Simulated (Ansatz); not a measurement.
# Mg2RuH6, pressure series

The reference is Mg2RuH6 (space group Fm-3m, No. 225; a cell from a computed database, its experimental status unchecked).

```xyz
9
Lattice="0.0000 3.2891 3.2891 3.2891 0.0000 3.2891 3.2891 3.2891 0.0000" Properties=species:S:1:pos:R:3 pbc="T T T"
Mg     4.9337     4.9337     4.9337
Mg     1.6446     1.6446     1.6446
H      3.2891     3.2891     4.9034
H      3.2891     3.2891     1.6749
H      4.9034     3.2891     3.2891
H      1.6749     3.2891     3.2891
H      3.2891     4.9034     3.2891
H      3.2891     1.6749     3.2891
Ru     0.0000     0.0000     0.0000
```

Cell and atoms are relaxed at each pressure.

The values are results of PBEsol/PAW in Ansatz (an electronic-structure program), no spin-orbit coupling, not measurements.

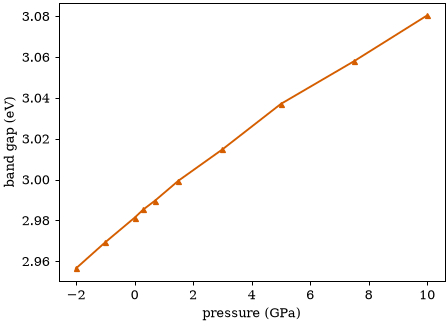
Figure: Band gap against pressure

Problem. From the plot, what is the band gap for pressure 7.5 GPa?

Solution. About 3.06 eV.

Problem. Is the trend monotonic over the range shown?

Solution. Yes, it rises throughout, spanning 2.96 eV to 3.08 eV.

Load acts through the strain it causes; cell and atoms are relaxed under it. Whether these cells are dynamically stable was not tested. Competing high-pressure phases were not computed.
